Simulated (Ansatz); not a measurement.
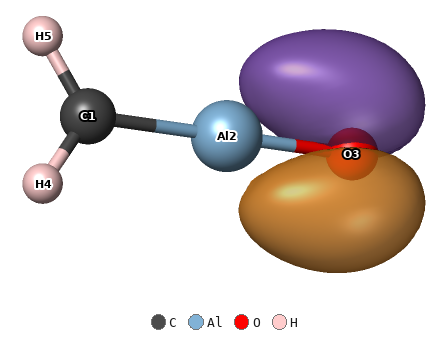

*CH₂AlO (charge −1). The HOMO−1 at ±0.15 Å⁻³ᐟ² (orange and purple are the two phases), seen at a tilt.*

Geometry: PBE0-D3(BJ)/def2-SVPD.

Theory: isolated molecule in a Gaussian basis; Kohn-Sham density functional theory, functional PBE0 in Ansatz 0.2.0.

```xyz
5

C    -3.0564   -0.5512   -0.8053
Al   -1.9863   -0.1696    0.6236
O    -1.0198    0.1752    1.9126
H    -2.8492   -1.3718   -1.5029
H    -3.9625    0.0203   -1.0410
```

> Where does this orbital lie, and at what energy?

It lies mainly on O3 (about 80 %) and Al2 (about 20 %); it is symmetric in the molecular plane (an in-plane orbital: σ, lone-pair or in-plane π type). Its energy is −2.11 eV.
